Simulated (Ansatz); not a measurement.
The starting structures come from a database of crystals and need not be the phases stable at ambient conditions.

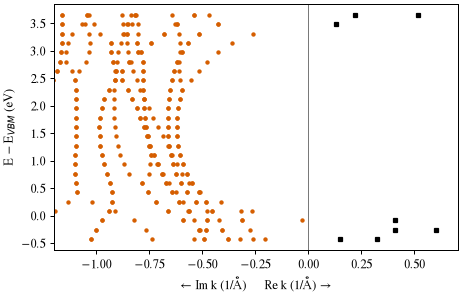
Fig. 1. Complex bands at the centre of the two-dimensional zone; PBEsol (Ansatz, a program for electronic structure)

The gap is the functional's own. No spin-orbit coupling. Mid-gap values are interpolated on the energy grid.

Problem. This is KTcO4 (I4_1/a, not sure to be the ambient phase, 12 atoms a cell, 16.7 Å³ an atom) along the normal of (101). Read off the slowest decay at the centre of the two-dimensional zone at 1.78 eV, the computed energy nearest the middle of the gap.

Solution. κ ≈ 0.62 1/Å, a decay length 1/(2κ) of the density of 0.81 Å.
